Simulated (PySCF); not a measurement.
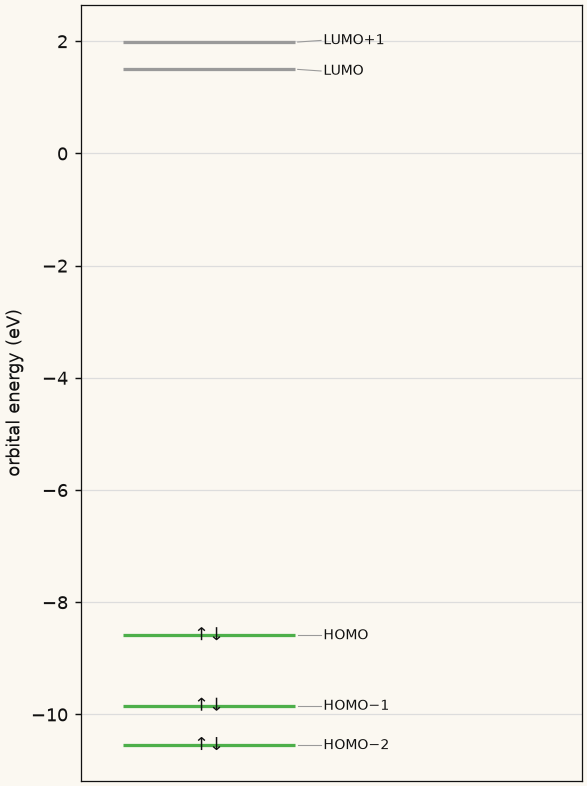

Kohn-Sham orbital energies near the frontier, ωB97X-D/def2-SVPD, PySCF, at a GFN2-xTB geometry (no frequency check), isolated molecule; empty levels in grey, levels within 0.03 eV side by side.

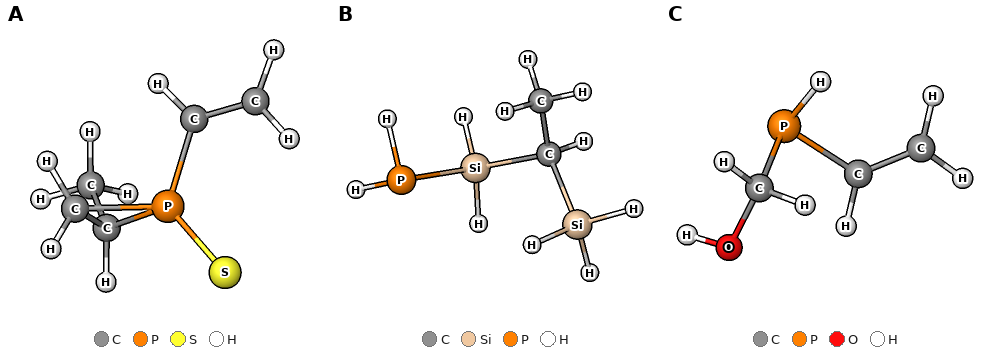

Which molecule has this level scheme? Choose among the lettered structures.

Answer. Structure C, C₃H₇OP, SMILES C=CPCO. HOMO −8.59 eV, LUMO 1.50 eV, separation 10.09 eV.

Caveats: the tight-binding geometry is rougher than a DFT one and adds to the error; one conformer of a flexible molecule; empty levels above zero depend strongly on the basis.
